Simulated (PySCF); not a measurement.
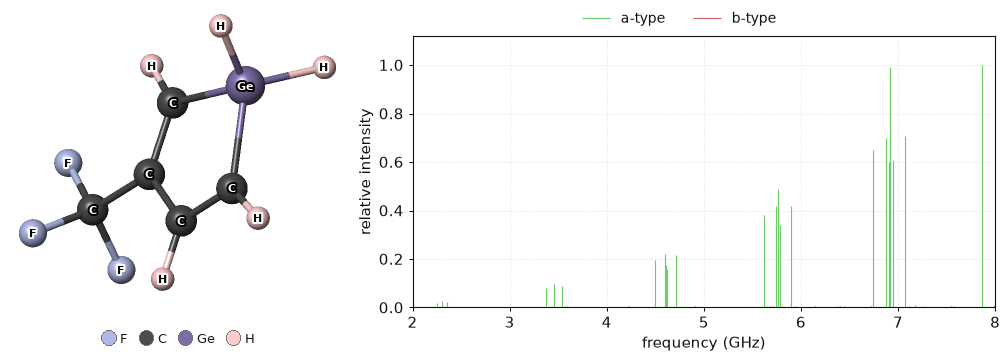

C₅H₅F₃Ge, SMILES FC(F)(F)C1=[CH][GeH2][CH]=C1, singlet. Simulated rotational absorption lines between 2 and 8 GHz at 10 K: rigid rotor with the equilibrium constants and dipole of one optimised conformer (PBE0-D3(BJ)/def2-SVP, PySCF 2.14.0), commonest isotopes; no centrifugal distortion, hyperfine structure, internal rotation or nuclear-spin weights; lines within 1 MHz of each other are summed. Lines of different type are drawn apart.

**What are the rotational constants, and what kind of rotor is it?**

Rotational constants A, B, C = 2.840, 0.6037, 0.5488 GHz; Ray's κ = −0.95, a near-prolate asymmetric top.

**Which dipole components drive the lines?**

|μa|, |μb|, |μc| = 2.27, 0.20, 0.00 D; a-type lines carry 99 % of the intensity in this range.

Note: coarse grid, loose stop and no frequency check, small forces are noise and the end may be a saddle.
